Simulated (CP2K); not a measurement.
Band structure of Ca (Fm-3m, 1 atom in the cell).

```yaml
crystal:
  lattice:
    - [4.03450, 0.00000, 0.00000]
    - [2.01725, 3.49398, 0.00000]
    - [2.01725, 1.16466, 3.29415]
  atoms:
    - { symbol: Ca, position: [0.00000, 0.00000, 0.00000] }
```

Method: CP2K 2026.2 with PBE, GPW, DZVP-MOLOPT-SR-GTH basis, GTH-PBE potentials (GTH_POTENTIALS).

Settings: CUTOFF = 500 Ry; REL_CUTOFF = 50 Ry; SMEAR/METHOD = GAUSSIAN; SIGMA = 0.272 eV; KPOINTS/SCHEME = MONKHORST-PACK 10 10 10; GAMMA_CENTERED = T; XC_FUNCTIONAL = PBE; Ca/BASIS_SET = DZVP-MOLOPT-SR-GTH-q10; Ca/POTENTIAL = GTH-PBE-q10; METHOD = GPW; EPS_DEFAULT = 1e-11; EXTRAPOLATION = USE_GUESS; NGRIDS = 5; SCF_GUESS = ATOMIC.

The starting cell comes from a database of computed structures (which also holds hypothetical and non-ambient phases and stackings), without a prior relaxation at this level. Its lattice was rescaled by a random factor within 2.5 % of one. Values carry the incompleteness of an atom-centred basis.

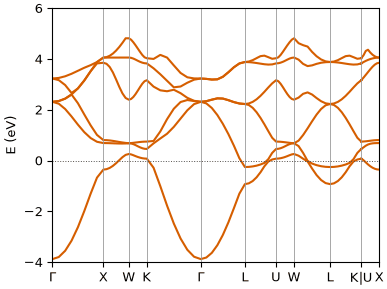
Figure: Bands along the path, energies from the Fermi level.

Levels in eV from the Fermi level, bands 2 to 7:
```
point       2       3       4      5      6     7
-----  ------  ------  ------  -----  -----  ----
Γ      -23.48  -23.48  -23.48  -3.88   2.31  2.31
X      -23.57  -23.51  -23.51  -0.36   0.69  0.81
W      -23.54  -23.54  -23.52   0.26   0.68  0.68
K      -23.55  -23.53  -23.51   0.07   0.45  0.75
L      -23.57  -23.49  -23.49  -0.93  -0.26  2.22
U      -23.55  -23.53  -23.51   0.07   0.45  0.75
```

Bands cross the Fermi level along this path, so the cell is metallic at this level.

Higher empty bands are left out: an atom-centred basis made for the valence describes them poorly.
